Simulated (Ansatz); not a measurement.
C$_{2}$H$_{6}$ClGa···H$_{2}$

The calculation's input:

```
crystal:
  periodic: [false, false, false]
  atoms:
    - { symbol: Ga, position_ang: [-0.174353, 0.641156, 0.095756] }
    - { symbol: C, position_ang: [1.552755, -0.093338, 0.729774] }
    - { symbol: C, position_ang: [-1.055441, 0.36852, -1.638791] }
    - { symbol: Cl, position_ang: [-1.22282, 2.023714, 1.436361] }
    - { symbol: H, position_ang: [-0.256666, -1.495101, 1.373659] }
    - { symbol: H, position_ang: [-0.918207, -1.732939, 1.440796] }
    - { symbol: H, position_ang: [2.37574, 0.589396, 0.431687] }
    - { symbol: H, position_ang: [1.575779, -0.188688, 1.836639] }
    - { symbol: H, position_ang: [1.748069, -1.08158, 0.260144] }
    - { symbol: H, position_ang: [-2.152434, 0.533656, -1.58809] }
    - { symbol: H, position_ang: [-0.845744, -0.655441, -2.011468] }
    - { symbol: H, position_ang: [-0.626778, 1.090744, -2.366468] }
basis:
  gaussian: { orbitals: def2-SVP }
hamiltonian:
  xc: pbe
  dispersion: d4
relax:
  f_tol: 0.03
  max_steps: 50
output:
  orbitals: {}
```

Command:

```sh
ansatz run input.yaml --threads 2 --pin off --max-ram 3072MiB --backend cpu --events-out ev --progress --plain --runs-dir out
```

The fields are those of the run's last geometry, not of the input's.

Level of theory: RKS PBE-D4/def2-SVP in Ansatz 0.2.0.

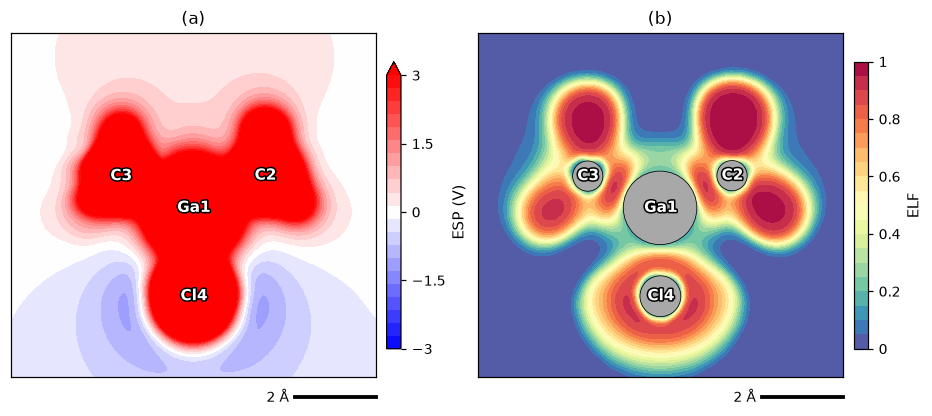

Figure 1. (a) molecular electrostatic potential; (b) ELF on the plane of atoms C3, Ga1 and Cl4. Grey discs cover the atomic cores in the ELF map.

What does the map show?

Answer.
- The section cuts through Ga, C and Cl sites.
- C–Ga (1.97 Å): the ELF peaks at about 0.90 in the valence shell of C, 0.7 Å from its nucleus, and is about 0.55 at the midpoint.
- Ga–Cl (2.20 Å): the ELF peaks at about 0.85 in the valence shell of Cl, 0.8 Å from its nucleus, and is about 0.55 at the midpoint.
- The ELF also peaks beside Cl4, away from the bonds: lone-pair regions.
- Outside the dense part of the complex the potential is most negative (−1.1 V) near Cl4.

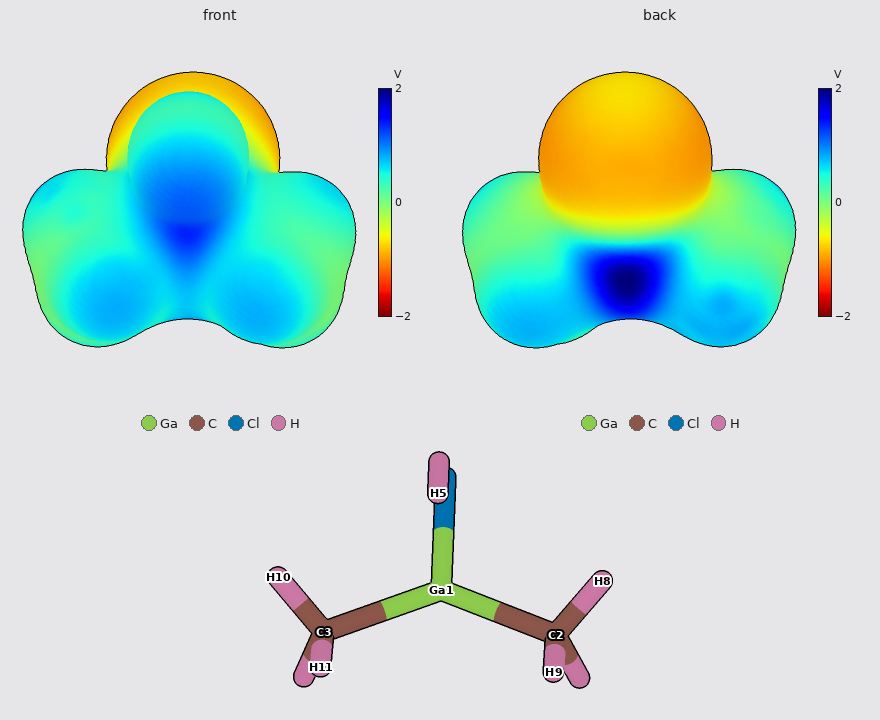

Figure 2. The molecular electrostatic potential painted on the density surface at 0.002 e/bohr³, seen from the front and from behind; the colour scale runs from red (negative) to blue (positive). The bare structure is drawn below in the same view.

Which sites attract a positive test charge, and which a negative one?

Answer. A positive charge is drawn to the negative regions and a negative charge to the positive ones. The most negative region (about −1.0 V, or −23 kcal/mol for a unit charge) lies over Cl4, the most positive (about +1.9 V, or +44 kcal/mol for a unit charge) over Ga1.

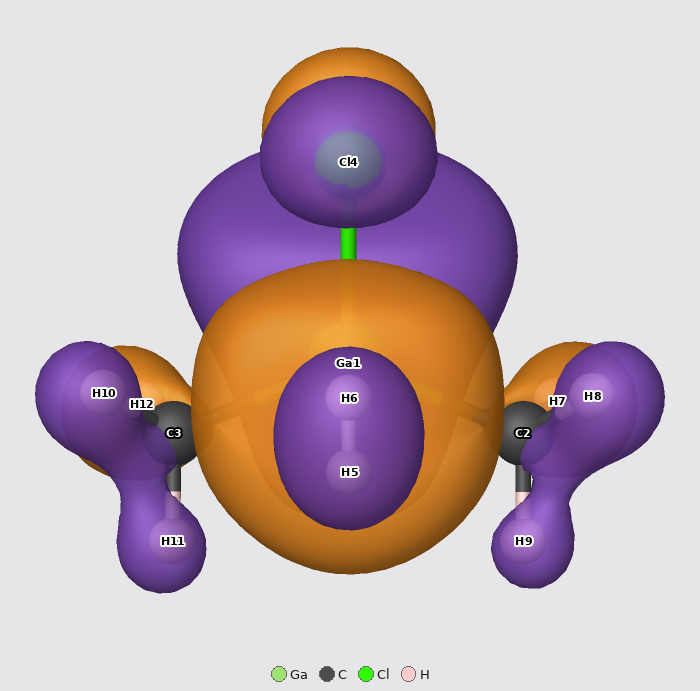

Figure 3. One frontier orbital at ±0.06 Å⁻³ᐟ² (orange and purple are the two phases), seen from one side.

Which orbital is it: HOMO or LUMO?

Answer. The LUMO, at −1.18 eV. Its weight (Hirshfeld) is mainly on Ga1 (about 60 %), Cl4 (about 10 %), C2 (about 5 %) and C3 (about 5 %).

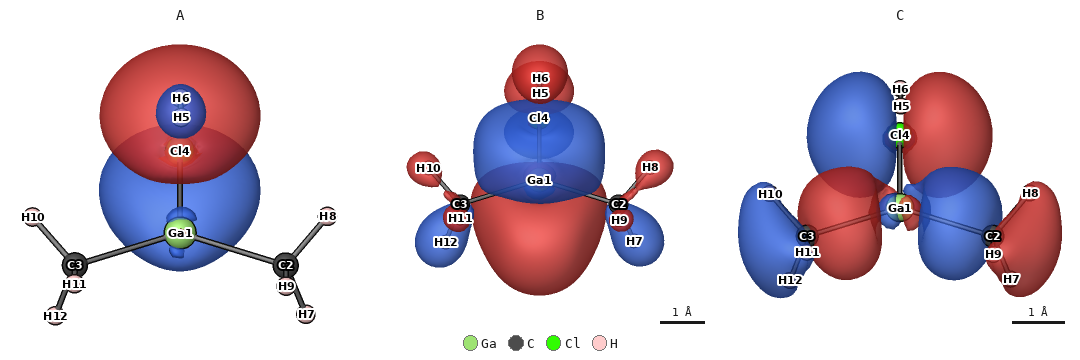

Figure 4. Three frontier orbitals at ±0.08 Å⁻³ᐟ² (blue and red are the two phases), in no order.

Which picture is the HOMO−1, the HOMO and the LUMO?

Answer. A is the HOMO−1 (−6.99 eV). By Hirshfeld shares it lies mainly on Cl4 (about 90 %) and Ga1 (about 10 %); largely a lone pair of Cl4. C is the HOMO (−6.33 eV). By Hirshfeld shares it lies mainly on Cl4 (about 50 %), C2 (about 15 %), C3 (about 15 %) and Ga1 (about 10 %). B is the LUMO (−1.18 eV). It lies mainly on Ga1 (about 60 %), Cl4 (about 10 %), C2 (about 5 %) and C3 (about 5 %).

What is the HOMO–LUMO gap?

Answer. 5.15 eV between the orbital energies.
